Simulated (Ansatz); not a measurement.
## Electronic structure of C$_{3}$H$_{10}$OSi (SMILES OCCC[SiH3]) in real space

```yaml
atoms:
  - { symbol: O, position_ang: [-2.0350, -0.8828, 0.2344] }
  - { symbol: C, position_ang: [-1.3175, -0.2838, -0.8275] }
  - { symbol: C, position_ang: [0.1183, -0.7939, -0.7907] }
  - { symbol: C, position_ang: [0.8651, -0.4939, 0.5212] }
  - { symbol: Si, position_ang: [1.2805, 1.3187, 0.8907] }
  - { symbol: H, position_ang: [-2.9173, -0.4942, 0.2705] }
  - { symbol: H, position_ang: [-1.3290, 0.8231, -0.7457] }
  - { symbol: H, position_ang: [-1.7644, -0.5360, -1.8113] }
  - { symbol: H, position_ang: [0.6586, -0.3684, -1.6551] }
  - { symbol: H, position_ang: [0.0895, -1.8862, -0.9493] }
  - { symbol: H, position_ang: [0.2776, -0.8893, 1.3668] }
  - { symbol: H, position_ang: [1.8249, -1.0402, 0.5324] }
  - { symbol: H, position_ang: [0.0602, 2.1562, 1.0987] }
  - { symbol: H, position_ang: [2.1093, 1.3987, 2.1312] }
  - { symbol: H, position_ang: [2.0575, 1.9213, -0.2370] }
```

Level of theory: RKS B3LYP/def2-SVP in Ansatz.

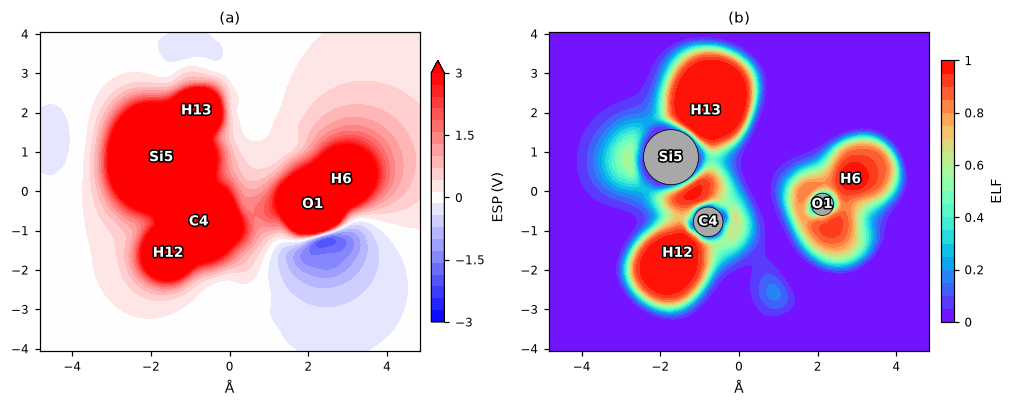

Figure 1. (a) molecular electrostatic potential; (b) electron localisation function on the plane of atoms Si5, C4 and H12. Grey discs cover the atomic cores in the ELF map.

Q: Interpret the plot.

A: Atoms in the plane: O, C, Si and H. C–Si (1.90 Å): the ELF peaks at about 0.95 between the atoms; a covalent bond. O–H (0.96 Å): the ELF climbs to about 1 towards the hydrogen, as it does in any bond to H; a covalent bond by its length. C–H (1.10 Å): the ELF climbs to about 1 towards the hydrogen; an ordinary covalent bond to hydrogen. Si–H (1.49 Å): the ELF climbs to about 1 towards the hydrogen. The ELF also peaks beside O1, away from the bonds: lone-pair regions. Outside the dense part of the molecule the potential is most negative (−1.8 V) near O1.

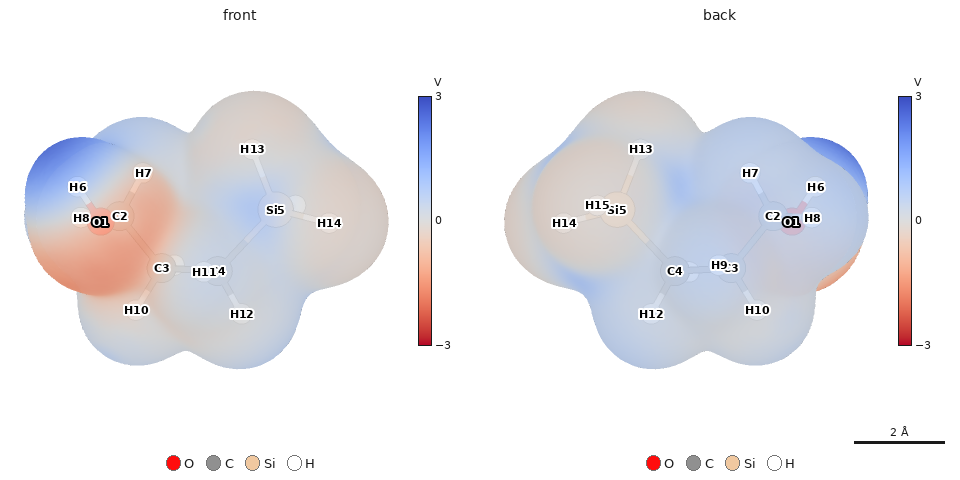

Figure 2. The molecular electrostatic potential painted on the density surface at 0.002 e/bohr³, seen from the front and from behind; the colour scale runs from red (negative) to blue (positive).

Q: Describe the electrostatic potential map.

A: The most negative region (about −1.5 V, or −35 kcal/mol for a unit charge) lies over O1, the most positive (about +2.3 V, or +53 kcal/mol for a unit charge) over H6. O1 is the likeliest acceptor of a hydrogen bond.

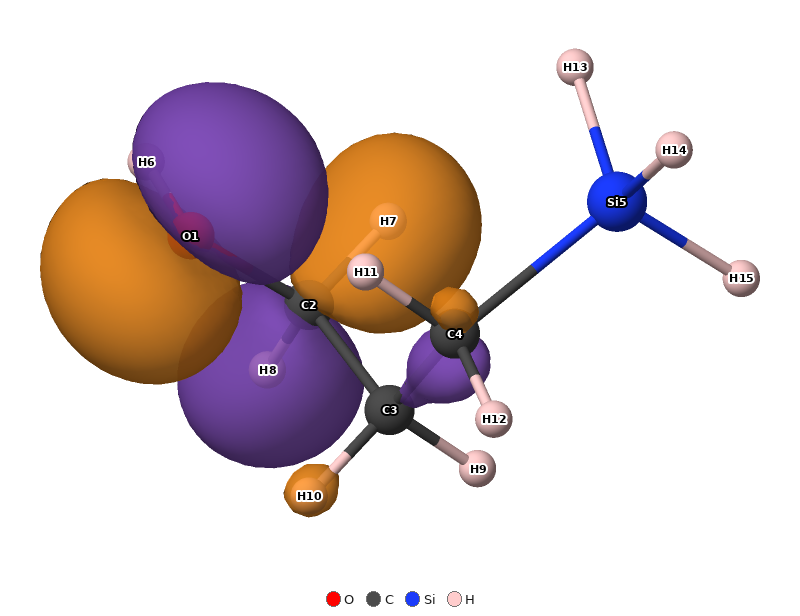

Figure 3. The HOMO at ±0.1 Å⁻³ᐟ² (orange and purple are the two phases), seen at a tilt.

Q: Where does this orbital lie, and at what energy?

A: It lies mainly on O1 (about 65 %), C2 (about 15 %), H8 (about 10 %) and H7 (about 5 %). Its energy is −7.39 eV.
